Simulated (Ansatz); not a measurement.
# BH4+ (triplet): correlated methods under varied settings at distance B1–H5 = 1.772 Å

What do other methods and options give for BH4+ (triplet) at this geometry, and how long do they take?

The runs use Ansatz 0.2.0, Gaussian basis; the settings change from run to run.

17 further runs of the same task are left out: 12 that didn't finish, 5 set aside as unsound or not needed.

## (1) The geometry

The geometry derives from a PBE0/def2-TZVP stationary point (not a proven minimum). One bond is set to the value named and the two fragments are kept rigid.

5 atoms, charge 1, spin multiplicity 3.

Atoms are counted from 1 here; the program's logs count them from 0.

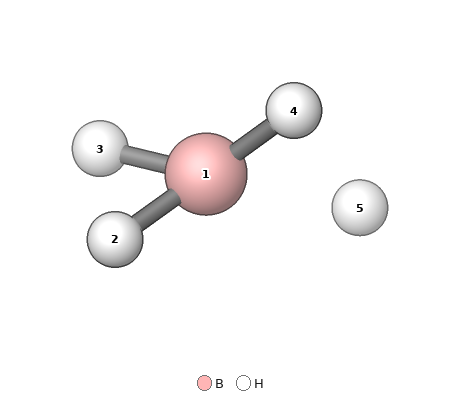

The structure; boron pink, hydrogen white; atoms are numbered from 1 in the order of the file.

## (2) CASSCF(4,4)/cc-pVDZ

Contents of in.yaml:

```yaml
crystal:
  periodic: [false, false, false]
  atoms:
    - {symbol: B, position_ang: [-0.013536, 0.013580, 0.029327]}
    - {symbol: H, position_ang: [0.458939, 0.499875, 1.086631]}
    - {symbol: H, position_ang: [-0.499326, -0.457304, 1.087572]}
    - {symbol: H, position_ang: [-0.485449, 0.484982, -1.034950]}
    - {symbol: H, position_ang: [0.671023, -0.673213, -1.453804]}
basis:
  gaussian: {orbitals: cc-pVDZ}
total_charge: 1
magnetization: {spin_polarized: false, initial_magnetization: 2}
correlation: {active_space: {window: {electrons: 4, orbitals: 4}}}
```

Run with:

```console
> ansatz run in.yaml --threads 1 --pin off --events-out ev --progress --plain --max-ram 2393MiB
```

What it wrote:

```text
Functional definition: HF
  name "HF"
  cite "Fock, Z. Phys. 61, 126 (1930) doi:10.1007/BF01340294"
  parent pbe
  exchange = exact_x
  correlation = 0
305 factors; integrals over basis functions are off by at most 1.7e-3 eV
mean field evaluation 1: about -719.1657 eV, gradient 1.1e1 eV
mean field evaluation 2: about -719.1663 eV, gradient 1.1e1 eV
mean field evaluation 4: about -719.9899 eV, gradient 1.3e0 eV
mean field evaluation 8: about -720.0640 eV, gradient 6.1e-3 eV
mean field -720.06402764 eV, -26.4618649389 hartree, gradient 5.7e-6 eV, S^2 2.000000; 0 other end points of the search recorded, 0 dependent functions left out
reference -720.06402764 eV, -26.4618649389 hartree; 5, 3 occupied and 29, 31 virtual orbitals, 305 factors
state -720.46619931 eV, -26.4766444750 hartree
Total energy: -720.46619931 eV, -26.4766444750 hartree
```

It took 0.27 s on 1 thread of Arm Neoverse V1, shared host.

From the report: 36 determinants; active occupations 1.98, 1.00, 1.00, 0.02.

## (3) CCSDT(Q)/B/6-31G

Edit in.yaml of step 2 so:

```diff
@@ -9,5 +9,6 @@
 basis:
-  gaussian: {orbitals: cc-pVDZ}
+  gaussian: {orbitals: 6-31G}
 total_charge: 1
-magnetization: {spin_polarized: false, initial_magnetization: 2}
-correlation: {active_space: {window: {electrons: 4, orbitals: 4}}}
+magnetization: {spin_polarized: true, initial_magnetization: 2}
+hamiltonian: {xc: {name: B3LYP}}
+correlation: {method: ccsdt_q_b, electrons: outside_noble_gas}
```

Same command.

What it wrote, shortened:

```text
Functional definition: B3LYP
  name "B3LYP"
  cite "Stephens, Devlin, Chabalowski & Frisch, J. Phys. Chem. 98, 11623 (1994) doi:10.1021/j100096a001"
  cite "Becke, Phys. Rev. A 38, 3098 (1988) doi:10.1103/PhysRevA.38.3098"
  cite "Lee, Yang & Parr, Phys. Rev. B 37, 785 (1988) doi:10.1103/PhysRevB.37.785"
  cite "Vosko, Wilk & Nusair, Can. J. Phys. 58, 1200 (1980) doi:10.1139/p80-159"
[...]
392 factors; integrals over basis functions are off by at most 1.7e-7 eV
[...]
mean field -725.82442747 eV, -26.6735557282 hartree, gradient 4.0e-6 eV, S^2 2.004995; 0 other end points of the search recorded, 0 dependent functions left out
1 core orbitals not correlated: weight in the atoms' cores, before any rotation towards them, 1.000 or more for the frozen orbitals, at most 0.000 for the correlated occupied ones
reference -719.14908706 eV, -26.4282414928 hartree; 4, 2 occupied and 12, 14 virtual orbitals, 392 factors
second order -1.48918135 eV of doubles, -0.09903876 eV of singles
cycle   1  -1.93429063 eV  change   -3.5e-1 eV  update   5.0e-2
[...]
cycle  14  -2.16194575 eV  change   -2.7e-7 eV  update   3.7e-7
perturbative correction -0.00067376 eV, -0.0000247601 hartree
Total energy: -721.31170657 eV, -26.5077162937 hartree
```

Wall time 1.8 s (1 thread of Arm Neoverse V1, shared host).

From the report: ⟨S²⟩ of the determinant 2.005 (pure triplet: 2.00); correlation -2.1626 eV; T1 0.019; largest double amplitude 0.07. The orbitals are Kohn-Sham ones, so correlation energy and T1 don't compare with those on Hartree-Fock orbitals.

## (4) CCSD on UHF/6-31G

Edit in.yaml of step 3 so:

```diff
@@ -12,3 +12,2 @@
 magnetization: {spin_polarized: true, initial_magnetization: 2}
-hamiltonian: {xc: {name: B3LYP}}
-correlation: {method: ccsdt_q_b, electrons: outside_noble_gas}
+correlation: {method: ccsd, electrons: outside_noble_gas}
```

Launched as before.

What it wrote, shortened:

```text
Functional definition: HF
  name "HF"
  cite "Fock, Z. Phys. 61, 126 (1930) doi:10.1007/BF01340294"
  parent pbe
[...]
254 factors; integrals over basis functions are off by at most 4.8e-4 eV
[...]
mean field -719.34551141 eV, -26.4354599543 hartree, gradient 7.8e-6 eV, S^2 2.015177; 1 other end points of the search recorded, 0 dependent functions left out
1 core orbitals not correlated: weight in the atoms' cores, before any rotation towards them, 1.000 or more for the frozen orbitals, at most 0.000 for the correlated occupied ones
reference -719.34551141 eV, -26.4354599543 hartree; 4, 2 occupied and 12, 14 virtual orbitals, 254 factors
second order -1.36939230 eV of doubles, -0.00000000 eV of singles
cycle   1  -1.71255068 eV  change   -3.4e-1 eV  update   5.0e-2
[...]
cycle  11  -1.93396154 eV  change   -9.8e-7 eV  update   1.8e-6
Total energy: -721.27947295 eV, -26.5065317300 hartree
```

Run time: 0.21 s. Hardware: 1 thread of Arm Neoverse V1, shared host.

From the report: ⟨S²⟩ of the determinant 2.015 (pure triplet: 2.00); correlation -1.9340 eV; T1 0.023; largest double amplitude 0.06.

## (5) BCCD(T)/cc-pVDZ

Edit in.yaml of step 4 so:

```diff
@@ -9,5 +9,8 @@
 basis:
-  gaussian: {orbitals: 6-31G}
+  gaussian: {orbitals: cc-pVDZ}
 total_charge: 1
 magnetization: {spin_polarized: true, initial_magnetization: 2}
-correlation: {method: ccsd, electrons: outside_noble_gas}
+hamiltonian: {xc: {name: r2SCAN}}
+correlation: {method: bccd_t, electrons: valence, diis_vectors: 4}
+scf: {lower_state_search: light}
+output: {forces: true}
```

The command is unchanged.

What it wrote, shortened:

```text
Functional definition: r2SCAN
  name "r2SCAN"
  cite "Furness, Kaplan, Ning, Perdew & Sun, J. Phys. Chem. Lett. 11, 8208 (2020) doi:10.1021/acs.jpclett.0c02405"
  cite "Furness, Kaplan, Ning, Perdew & Sun, J. Phys. Chem. Lett. 11, 9248 (2020) doi:10.1021/acs.jpclett.0c03077"
  parent r2scan
[...]
305 factors; integrals over basis functions are off by at most 1.7e-3 eV
[...]
mean field -725.57934023 eV, -26.6645489380 hartree, gradient 2.2e-6 eV, S^2 2.010734; 0 other end points of the search recorded, 0 dependent functions left out
1 core orbitals not correlated: weight in the atoms' cores, before any rotation towards them, 1.000 or more for the frozen orbitals, at most 0.000 for the correlated occupied ones
reference -720.01487537 eV, -26.4600586261 hartree; 4, 2 occupied and 29, 31 virtual orbitals, 305 factors
second order -2.34564896 eV of doubles, -0.11329072 eV of singles
cycle   1  -2.90070754 eV  change   -4.4e-1 eV  update   4.7e-2
[...]
cycle  13  -3.07397463 eV  change    7.7e-7 eV  update   1.6e-6
perturbative correction -0.06081985 eV, -0.0022350884 hartree
[...]
Total energy: -723.14966985 eV, -26.5752601985 hartree
Atom 0 at    -0.013536     0.013580     0.029327 Å, force    -0.299673     0.297054    -3.010150 eV/Å
Atom 1 at     0.458939     0.499875     1.086631 Å, force     0.451766    -0.000403     0.265542 eV/Å
Atom 2 at    -0.499326    -0.457304     1.087572 Å, force     0.000153    -0.451505     0.265985 eV/Å
Atom 3 at    -0.485449     0.484982    -1.034950 Å, force     0.261419    -0.260967     0.760849 eV/Å
Atom 4 at     0.671023    -0.673213    -1.453804 Å, force    -0.413664     0.415822     1.717774 eV/Å
Dipole moment:     0.091551    -0.091613     0.041977 e Å
```

It took 3.1 s on 1 thread of Arm Neoverse V1, shared host.

From the report: ⟨S²⟩ of the determinant 2.011 (pure triplet: 2.00); correlation -3.1348 eV; largest double amplitude 0.05.

## (6) CCSDT on UHF/6-31++G**

Edit in.yaml of step 5 so:

```diff
@@ -9,8 +9,7 @@
 basis:
-  gaussian: {orbitals: cc-pVDZ}
+  gaussian: {orbitals: "6-31++G**"}
 total_charge: 1
 magnetization: {spin_polarized: true, initial_magnetization: 2}
-hamiltonian: {xc: {name: r2SCAN}}
-correlation: {method: bccd_t, electrons: valence, diis_vectors: 4}
-scf: {lower_state_search: light}
+correlation: {method: ccsdt, electrons: all}
+scf: {lower_state_search: off}
 output: {forces: true}
```

The command is unchanged.

What it wrote, shortened:

```text
Functional definition: HF
  name "HF"
  cite "Fock, Z. Phys. 61, 126 (1930) doi:10.1007/BF01340294"
  parent pbe
[...]
747 factors; integrals over basis functions are off by at most 1.7e-7 eV
[...]
mean field -720.12527133 eV, -26.4641156029 hartree, gradient 2.4e-6 eV, S^2 2.018491; 0 other end points of the search recorded, 0 dependent functions left out
reference -720.12527133 eV, -26.4641156029 hartree; 5, 3 occupied and 38, 40 virtual orbitals, 747 factors
second order -2.32984579 eV of doubles, -0.00000000 eV of singles
cycle   1  -2.72825625 eV  change   -4.0e-1 eV  update   5.3e-2
[...]
cycle  14  -3.01772782 eV  change    2.5e-7 eV  update   7.0e-7
[...]
Total energy: -723.14299915 eV, -26.5750150548 hartree
Atom 0 at    -0.013536     0.013580     0.029327 Å, force    -0.494882     0.492896    -2.590186 eV/Å
Atom 1 at     0.458939     0.499875     1.086631 Å, force     0.243694    -0.207890    -0.146850 eV/Å
Atom 2 at    -0.499326    -0.457304     1.087572 Å, force     0.207469    -0.244074    -0.146815 eV/Å
Atom 3 at    -0.485449     0.484982    -1.034950 Å, force     0.395660    -0.394920     1.208855 eV/Å
Atom 4 at     0.671023    -0.673213    -1.453804 Å, force    -0.351942     0.353988     1.674996 eV/Å
Dipole moment:     0.090771    -0.090823     0.052435 e Å
Checks for a lower state left out: starts, cluster_reference, orbital_swaps, neighbouring_geometries, increment
```

It took 68 s on 1 thread of Arm Neoverse V1, shared host; peak memory 0.89 GiB.

From the report: ⟨S²⟩ of the determinant 2.018 (pure triplet: 2.00); correlation -3.0177 eV; T1 0.023; largest double amplitude 0.06.

## (7) All runs side by side

Where basis and cores are those of an earlier FCI/cc-pVDZ run (-723.1818 eV), and the state is the same kind, the miss against it is given.

```csv
level,correlated,functions,energy (eV),from FCI (meV),time
"CASSCF(4,4)/cc-pVDZ",,34,-720.4662,2715.6,0.27 s
CCSDT(Q)/B/6-31G (on B3LYP orbitals),outside noble gas,17,-721.3117,,1.8 s
CCSD on UHF/6-31G,outside noble gas,17,-721.2795,,0.21 s
BCCD(T)/cc-pVDZ (on r2SCAN orbitals),valence,34,-723.1497,32.2,3.1 s
CCSDT on UHF/6-31++G**,all,43,-723.1430,,68 s
```

## (8) Results

| quantity | value |
| --- | --- |
| runs | 5 |
| quickest | CCSD on UHF/6-31G, 0.21 s |
| slowest | CCSDT on UHF/6-31++G**, 68 s |

Total energies in different bases, with other cores or another treatment of relativity can't be set against each other. CCSDT on UHF/6-31++G** took 324 times as long as CCSD on UHF/6-31G; the jobs differ in more than the method. Hartree-Fock, CASSCF and CASCI lack dynamic correlation by design. Cores frozen from Kohn-Sham orbitals shift the total energy.
